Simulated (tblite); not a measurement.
# Geometry relaxation, with input and output: C$_{5}$H$_{16}$OPSi$_{2}$ (charge +1)

- system: C$_{5}$H$_{16}$OPSi$_{2}$, charge +1, SMILES C=CC[Si](C)(C)O[SiH2][PH3+]
- method: GFN2-xTB geometry optimisation, gas phase (tblite 0.8.0)

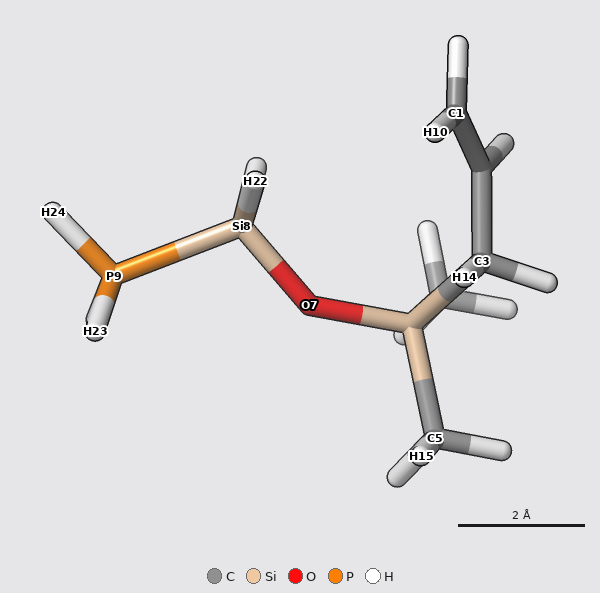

The starting structure (stick view, seen at a tilt; atoms are numbered from 1 in the order of the input).

The input:
```
{"job": {"xc": "GFN2-xTB", "basis": "xTB", "kind": "relax"}, "charge": 1, "multiplicity": 1}
C     -1.897400     1.726500     2.068800
C     -1.998100     0.542200     1.455000
C     -1.991500     0.350400    -0.024800
Si    -0.548400    -0.683100    -0.733900
C     -0.903900    -0.986400    -2.547400
C     -0.539600    -2.362200     0.137000
O      0.921300     0.089800    -0.557200
Si     1.879500     0.791200     0.612600
P      3.904300     1.068100    -0.178000
H     -1.820600     2.651200     1.509100
H     -1.922500     1.803800     3.151000
H     -2.097800    -0.357100     2.083900
H     -2.939000    -0.145800    -0.300300
H     -1.983500     1.320600    -0.546400
H     -0.948600    -0.024500    -3.090900
H     -1.862900    -1.497000    -2.669900
H     -0.115900    -1.597100    -2.998800
H     -1.501900    -2.867200     0.023900
H      0.239100    -3.003200    -0.280500
H     -0.327900    -2.243600     1.214600
H      1.913300    -0.089800     1.805300
H      1.296000     2.101700     0.992500
H      3.945800     1.910900    -1.306200
H      4.770200     1.656900     0.753700
H      4.519200    -0.132200    -0.563900
```

The first line tells a small driver script what to run in tblite; the rest is the geometry in Å.

Hardware: 1 CPU thread, shared host.

Launched with:
```bash
OMP_NUM_THREADS=1 python <driver script> task.json out
```

Log:
```
step      E/eV     max force
  0    -776.25021    3.670
  1    -776.53929    1.676
  2    -776.62173    1.019
  3    -776.68299    0.815
  4    -776.74331    0.624
  5    -776.79832    0.453
  6    -776.81753    0.414
  7    -776.82944    0.290
  8    -776.83749    0.316
  9    -776.84711    0.320
 10    -776.85764    0.218
 11    -776.86708    0.204
 12    -776.87495    0.221
 13    -776.88204    0.268
 14    -776.88869    0.217
 15    -776.89395    0.138
 16    -776.89806    0.172
 17    -776.90221    0.173
 18    -776.90709    0.223
 19    -776.91236    0.218
 20    -776.91681    0.145
 21    -776.91969    0.127
 22    -776.92171    0.100
 23    -776.92355    0.080
 24    -776.92518    0.082
 25    -776.92679    0.083
 26    -776.92891    0.115
 27    -776.93204    0.123
 28    -776.93593    0.124
 29    -776.93940    0.132
 30    -776.94175    0.096
 31    -776.94341    0.082
 32    -776.94498    0.081
 33    -776.94681    0.100
 34    -776.94902    0.108
 35    -776.95175    0.139
 36    -776.95494    0.128
 37    -776.95813    0.131
 38    -776.96073    0.102
 39    -776.96271    0.108
 40    -776.96456    0.100
 41    -776.96662    0.111
 42    -776.96912    0.112
 43    -776.97234    0.131
 44    -776.97641    0.157
 45    -776.98095    0.143
 46    -776.98519    0.161
 47    -776.98842    0.124
 48    -776.99064    0.092
 49    -776.99242    0.080
 50    -776.99400    0.106
 51    -776.99528    0.106
 52    -776.99655    0.119
 53    -776.99799    0.116
 54    -776.99972    0.127
 55    -777.00134    0.150
 56    -777.00302    0.112
 57    -777.00420    0.064
 58    -777.00516    0.073
 59    -777.00622    0.101
 60    -777.00758    0.119
 61    -777.00899    0.087
 62    -777.01012    0.080
 63    -777.01093    0.076
 64    -777.01160    0.066
 65    -777.01214    0.053
 66    -777.01254    0.044
 67    -777.01285    0.039
 68    -777.01285    0.039
 69    -777.01299    0.033
 70    -777.01338    0.039
 71    -777.01353    0.048
 72    -777.01379    0.065
 73    -777.01415    0.052
 74    -777.01438    0.062
 75    -777.01475    0.060
 76    -777.01504    0.047
 77    -777.01529    0.036
 78    -777.01552    0.045
 79    -777.01586    0.072
 80    -777.01631    0.076
 81    -777.01682    0.067
 82    -777.01731    0.052
 83    -777.01781    0.050
 84    -777.01838    0.078
 85    -777.01902    0.077
 86    -777.01969    0.062
 87    -777.02040    0.060
 88    -777.02121    0.087
 89    -777.02216    0.106
 90    -777.02307    0.090
 91    -777.02386    0.055
 92    -777.02460    0.062
 93    -777.02543    0.082
 94    -777.02628    0.080
 95    -777.02695    0.060
 96    -777.02741    0.041
 97    -777.02787    0.057
 98    -777.02850    0.084
 99    -777.02931    0.099
100    -777.03011    0.082
101    -777.03074    0.059
102    -777.03126    0.047
103    -777.03180    0.062
104    -777.03242    0.075
105    -777.03304    0.071
106    -777.03356    0.075
107    -777.03403    0.046
108    -777.03462    0.051
109    -777.03520    0.072
110    -777.03573    0.071
111    -777.03638    0.052
112    -777.03707    0.050
113    -777.03783    0.061
114    -777.03857    0.072
115    -777.03917    0.060
116    -777.03965    0.047
117    -777.04016    0.048
118    -777.04087    0.073
119    -777.04185    0.086
120    -777.04300    0.074
121    -777.04410    0.073
122    -777.04511    0.061
123    -777.04598    0.064
124    -777.04673    0.056
125    -777.04744    0.058
126    -777.04815    0.056
127    -777.04874    0.067
128    -777.04921    0.057
129    -777.04964    0.044
130    -777.05013    0.041
131    -777.05048    0.056
132    -777.05099    0.048
133    -777.05132    0.034
134    -777.05161    0.042
135    -777.05192    0.053
136    -777.05231    0.070
137    -777.05270    0.056
138    -777.05297    0.027
139    -777.05313    0.032
140    -777.05331    0.040
141    -777.05350    0.029
142    -777.05366    0.026
143    -777.05381    0.029
144    -777.05399    0.050
145    -777.05425    0.057
146    -777.05460    0.046
147    -777.05498    0.050
148    -777.05540    0.055
149    -777.05596    0.100
150    -777.05681    0.127
151    -777.05801    0.114
152    -777.05925    0.069
153    -777.05999    0.082
154    -777.06034    0.075
155    -777.06095    0.048
156    -777.06132    0.037
157    -777.06174    0.029
158    -777.06200    0.036
159    -777.06231    0.037
160    -777.06254    0.032
161    -777.06284    0.038
162    -777.06310    0.034
163    -777.06337    0.042
164    -777.06364    0.040
165    -777.06387    0.035
166    -777.06404    0.029
167    -777.06418    0.028
168    -777.06433    0.026
169    -777.06447    0.027
170    -777.06461    0.025
171    -777.06476    0.037
172    -777.06493    0.040
173    -777.06516    0.035
174    -777.06537    0.038
175    -777.06553    0.031
176    -777.06566    0.023
177    -777.06580    0.025
178    -777.06594    0.027
179    -777.06607    0.026
180    -777.06616    0.023
181    -777.06625    0.021
182    -777.06633    0.021
183    -777.06640    0.019
184    -777.06644    0.018
185    -777.06648    0.017
186    -777.06651    0.012
187    -777.06655    0.013
188    -777.06658    0.012
189    -777.06661    0.013
190    -777.06664    0.012
191    -777.06666    0.009
192    -777.06668    0.008
193    -777.06670    0.007
194    -777.06671    0.006
195    -777.06672    0.005
196    -777.06672    0.005
197    -777.06673    0.004
198    -777.06674    0.005
199    -777.06674    0.004
```

Trajectory as extended XYZ (Å, eV, eV/Å), 4 of the 12 frames kept, from step=0 to step=199:
```
25
Properties=species:S:1:pos:R:3:forces:R:3 step=0 energy=-776.25021
C    -1.8974    1.7265    2.0688   -0.0290  -0.7020  -0.2830
C    -1.9981    0.5422    1.4550    0.1530   0.5500   0.7660
C    -1.9915    0.3504   -0.0248   -0.1700   0.2430  -0.1330
Si   -0.5484   -0.6831   -0.7339   -1.1590  -0.5750   0.3300
C    -0.9039   -0.9864   -2.5474    0.2800   0.4790  -0.7310
C    -0.5396   -2.3622    0.1370    0.4480  -0.0190   0.5590
O     0.9213    0.0898   -0.5572    1.8840   1.1190   1.5090
Si    1.8795    0.7912    0.6126   -3.5520  -0.9230   0.0380
P     3.9043    1.0681   -0.1780    1.0470   0.1460  -0.7040
H    -1.8206    2.6512    1.5091   -0.0060  -0.1770   0.1390
H    -1.9225    1.8038    3.1510    0.0120   0.0320  -0.3440
H    -2.0978   -0.3571    2.0839    0.0360   0.4250  -0.5350
H    -2.9390   -0.1458   -0.3003    0.4260   0.1170   0.0350
H    -1.9835    1.3206   -0.5464   -0.1450  -0.1420   0.3380
H    -0.9486   -0.0245   -3.0909   -0.0330  -0.6140   0.0800
H    -1.8629   -1.4970   -2.6699    0.3580   0.1690   0.0010
H    -0.1159   -1.5971   -2.9988   -0.3190   0.1460  -0.0610
H    -1.5019   -2.8672    0.0239    0.3270   0.1510   0.0640
H     0.2391   -3.0032   -0.2805   -0.1980  -0.0410   0.1360
H    -0.3279   -2.2436    1.2146   -0.1730  -0.2100  -0.5000
H     1.9133   -0.0898    1.8053    0.3040   0.1600  -0.4030
H     1.2960    2.1017    0.9925    0.3890  -0.2440  -0.2910
H     3.9458    1.9109   -1.3062    0.2820  -0.4340   0.4670
H     4.7702    1.6569    0.7537   -0.1940  -0.2580  -0.5110
H     4.5192   -0.1322   -0.5639    0.0330   0.6020   0.0360
25
Properties=species:S:1:pos:R:3:forces:R:3 step=72 energy=-777.01379
C    -1.5000    1.6292    1.9770   -0.0110  -0.0370  -0.0190
C    -1.9698    0.4994    1.4680    0.0010   0.0630   0.0140
C    -2.1814    0.2626    0.0138    0.0100  -0.0090   0.0050
Si   -0.7421   -0.7867   -0.6890    0.0220   0.0040  -0.0050
C    -0.5406   -0.7822   -2.5713   -0.0080   0.0030   0.0060
C    -0.5898   -2.4665    0.1720    0.0040  -0.0170   0.0030
O     0.6408    0.0844   -0.1592    0.0020   0.0050   0.0010
Si    1.4209    0.9738    0.8796   -0.0050   0.0110   0.0030
P     3.5529    0.9461   -0.2566   -0.0040  -0.0080   0.0030
H    -1.3299    2.4958    1.3594   -0.0080   0.0040   0.0010
H    -1.3584    1.7633    3.0349   -0.0030  -0.0020   0.0050
H    -2.1920   -0.3347    2.1199    0.0250   0.0040  -0.0200
H    -3.1207   -0.2667   -0.1406    0.0070   0.0130   0.0000
H    -2.2443    1.2149   -0.5141   -0.0050  -0.0180   0.0130
H    -0.4909    0.2253   -2.9757   -0.0090  -0.0080   0.0060
H    -1.3744   -1.2856   -3.0498    0.0050   0.0070   0.0020
H     0.3659   -1.3031   -2.8684   -0.0190   0.0090  -0.0010
H    -1.4874   -3.0595    0.0302   -0.0120  -0.0130  -0.0160
H     0.2426   -3.0491   -0.2111    0.0190  -0.0040  -0.0180
H    -0.4430   -2.3513    1.2425    0.0010  -0.0020   0.0160
H     1.7501    0.3061    2.1282   -0.0110   0.0240  -0.0070
H     1.1941    2.4081    0.7997   -0.0100  -0.0060  -0.0010
H     3.6154    1.6495   -1.4417    0.0070  -0.0120   0.0030
H     4.6620    1.4876    0.3587   -0.0030  -0.0090   0.0000
H     4.1091   -0.2365   -0.6970    0.0050  -0.0030   0.0050
25
Properties=species:S:1:pos:R:3:forces:R:3 step=126 energy=-777.04815
C    -1.3969    1.7168    1.9317    0.0260  -0.0010  -0.0080
C    -1.7946    0.5146    1.5279    0.0110  -0.0130  -0.0390
C    -2.1578    0.1692    0.1317   -0.0170  -0.0250   0.0100
Si   -0.7302   -0.8127   -0.7003   -0.0020   0.0280   0.0490
C    -0.6583   -0.6813   -2.5853   -0.0030  -0.0010   0.0050
C    -0.4928   -2.5530    0.0140    0.0030   0.0260  -0.0020
O     0.6361    0.0711   -0.1750   -0.0210  -0.0140  -0.0110
Si    1.2567    1.1680    0.7766    0.0280  -0.0230  -0.0130
P     3.5163    0.8570   -0.0835   -0.0140   0.0020   0.0230
H    -1.4338    2.5767    1.2830   -0.0210  -0.0320  -0.0190
H    -1.1559    1.9147    2.9623   -0.0020  -0.0040  -0.0170
H    -1.8175   -0.3086    2.2311    0.0050   0.0440  -0.0090
H    -3.0520   -0.4521    0.1324   -0.0190   0.0170  -0.0140
H    -2.3777    1.0734   -0.4384    0.0200  -0.0420   0.0310
H    -0.6611    0.3485   -2.9300   -0.0050   0.0210   0.0070
H    -1.5080   -1.1795   -3.0386   -0.0210  -0.0090  -0.0090
H     0.2380   -1.1562   -2.9726    0.0120  -0.0050  -0.0180
H    -1.3147   -3.2016   -0.2748    0.0180   0.0090   0.0050
H     0.4233   -3.0132   -0.3469   -0.0130   0.0050  -0.0060
H    -0.4485   -2.5469    1.1002   -0.0050   0.0060  -0.0070
H     1.4558    0.7551    2.1523    0.0370   0.0000   0.0300
H     1.0843    2.5434    0.3447   -0.0280   0.0270   0.0100
H     3.8043    1.2988   -1.3583   -0.0050  -0.0070  -0.0030
H     4.6276    1.3663    0.5552    0.0020   0.0040   0.0100
H     3.9463   -0.4442   -0.2304    0.0140  -0.0130  -0.0050
25
Properties=species:S:1:pos:R:3:forces:R:3 step=199 energy=-777.06674
C    -1.3174    1.8339    1.6836    0.0010   0.0010   0.0000
C    -1.7240    0.5738    1.5187   -0.0010   0.0010   0.0000
C    -2.1973    0.0219    0.2350    0.0000   0.0000   0.0000
Si   -0.7371   -0.8162   -0.7040    0.0000   0.0000  -0.0010
C    -0.8090   -0.5510   -2.5753    0.0000   0.0000   0.0030
C    -0.3830   -2.5740   -0.0943    0.0010   0.0020  -0.0010
O     0.6014    0.0969   -0.1900   -0.0030   0.0020   0.0000
Si    1.2030    1.1513    0.8267   -0.0020   0.0000   0.0000
P     3.5138    0.7476    0.0742    0.0020   0.0000  -0.0020
H    -1.4722    2.5699    0.9119   -0.0010   0.0010  -0.0030
H    -1.0179    2.2111    2.6459    0.0010  -0.0010   0.0040
H    -1.6422   -0.1266    2.3392   -0.0010  -0.0010  -0.0010
H    -2.9774   -0.7172    0.4047    0.0000   0.0020  -0.0010
H    -2.6119    0.8149   -0.3866    0.0010  -0.0010   0.0010
H    -0.8655    0.5025   -2.8365    0.0010  -0.0020   0.0020
H    -1.6802   -1.0403   -2.9989    0.0030   0.0000   0.0010
H     0.0655   -0.9661   -3.0678   -0.0020   0.0010   0.0020
H    -1.1657   -3.2568   -0.4100    0.0020   0.0010   0.0010
H     0.5542   -2.9533   -0.4923   -0.0020  -0.0020  -0.0010
H    -0.3241   -2.6247    0.9901    0.0020  -0.0020  -0.0020
H     1.3946    0.6959    2.1926   -0.0010  -0.0010  -0.0010
H     1.1434    2.5369    0.3965   -0.0010  -0.0010  -0.0010
H     3.8366    1.0396   -1.2353   -0.0010  -0.0020   0.0000
H     4.5768    1.3885    0.6772    0.0010   0.0010   0.0000
H     4.0246   -0.5342    0.1038   -0.0030   0.0010   0.0010
```

Results in brief:

- outcome: converged
- total energy: −777.0667 eV
- wall time: 3.4 s
- peak memory: 0.21 GiB
